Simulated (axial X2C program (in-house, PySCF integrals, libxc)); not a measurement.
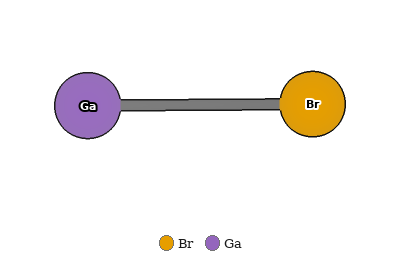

*The molecule at the reference distance of 2.374 Å.*

**Run report: BrGa⁻, relativistic diatomic calculation**

BrGa⁻. The reference is closed-shell BrGa; the roots are the vertical energy changes on adding an electron to it, which gives states of BrGa⁻. The distance is the PBE0 minimum at charge 0. Computed at this level: EOM-EA-CCSD, two-component X2C with atomic mean-field Coulomb and Gaunt terms, Br dyall-acv3z, Ga dyall-acv3z (cores contracted) (axial X2C program (in-house, PySCF integrals, libxc)).

**Summary**

- outcome: converged
- HF energy of the reference BrGa: −4545.34613 hartree
- MP2 energy of the reference BrGa: −4545.56561 hartree
- CCSD energy of the reference BrGa (with the MP2 share of the virtual spinors left out of the coupled-cluster step): −4545.59003 hartree
- CCSD(T) energy of the reference BrGa: −4545.59850 hartree
- T1 diagnostic (spinor form; for a closed shell √2 times the usual value): 0.017
- hardware: 1 thread of Arm Neoverse V2, 24 GiB of memory available, shared host
- wall time: 9.6 s
- peak memory: 0.77 GiB

**Input file**
```
{"zs": [35, 31], "q": -1, "bas": ["dyall-acv3z", "dyall-acv3z"], "r0": 2.38, "eom": "ea", "thr": -1.0, "nmax": 92, "grid": [1, 0.96, 1.045, 0.92, 1.09, 1.15], "rq": 0}
```

The line is the task of a batch: nuclear charges, charge, bases, a first guess of the distance and further settings. This report covers the levels named above. The log is that of the reference distance 2.374 Å.

Launched within a batch (the task file carries these settings):
```bash
python <driver script> task.json out
```

**The program's output**
```
two-component X2C + atomic mean field  HF
basis functions 242  fitting functions 1336  grid points 5802
iter        total energy     max residual
   1      -4545.215793558     7.40e-01
   2      -4545.344128813     1.13e-02
   3      -4545.345507583     7.13e-03
   4      -4545.346065221     1.24e-03
   5      -4545.346118936     3.74e-04
   6      -4545.346124956     1.43e-04
   7      -4545.346126683     4.87e-05
   8      -4545.346126851     2.09e-05
   9      -4545.346126874     3.60e-06
  10      -4545.346126875     1.30e-06
converged
one-electron -6813.07254394  Coulomb 2193.23654449  exact exchange -165.72504931  xc functional 0.00000000  nuclear repulsion 241.85226363  atomic mean-field constant -1.63734175
correlated 10  virtual 338  natural virtual 92  E(MP2) -0.219484485  MP2 remainder -0.022069472
iter   CCSD correlation   residual
   1     -0.214139614   1.19e-01
   2     -0.221062267   4.63e-02
   3     -0.221865160   1.55e-02
   4     -0.221818023   4.84e-03
   5     -0.221830832   1.15e-03
   6     -0.221830991   4.61e-04
   7     -0.221830451   1.73e-04
   8     -0.221831899   6.55e-05
   9     -0.221831643   2.39e-05
  10     -0.221831526   7.47e-06
  11     -0.221831452   3.27e-06
  12     -0.221831421   1.59e-06
  13     -0.221831411   8.30e-07
(T) -0.008468112404873614  T1 0.0175  D1 0.0230  max T2 0.043
EOM-EA-CCSD roots
2*Omega      energy/Eh   energy/eV  one-particle weight
    1      -0.00354296     -0.0964      0.959
    1       0.01674901      0.4558      0.990
    1       0.02653848      0.7221      0.989
    1       0.03071930      0.8359      0.986
    1       0.07236084      1.9690      0.970
    3      -0.00211200     -0.0575      0.961
    3       0.03114841      0.8476      0.985
    3       0.08991246      2.4466      0.974
    3       0.10507768      2.8593      0.986
    5       0.08881372      2.4167      0.973
    5       0.17015195      4.6301      0.018
    7       0.18235991      4.9623      0.000
```

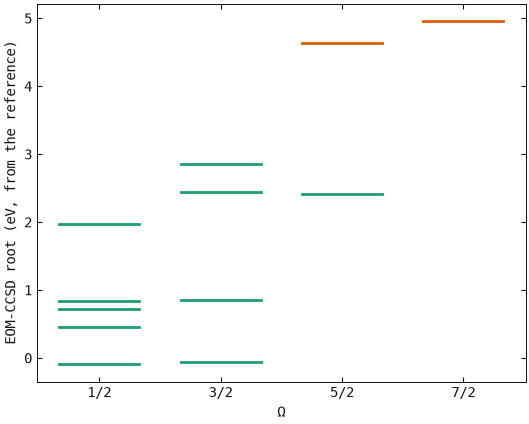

*EOM-CCSD roots by Ω at 2.37 Å; roots whose one-particle weight is under 0.8 have the second colour.*

The lowest has Ω = 1/2 and lies at −0.096 eV, with one-particle weight 0.96. 2 of the 12 roots are less well described at this level.
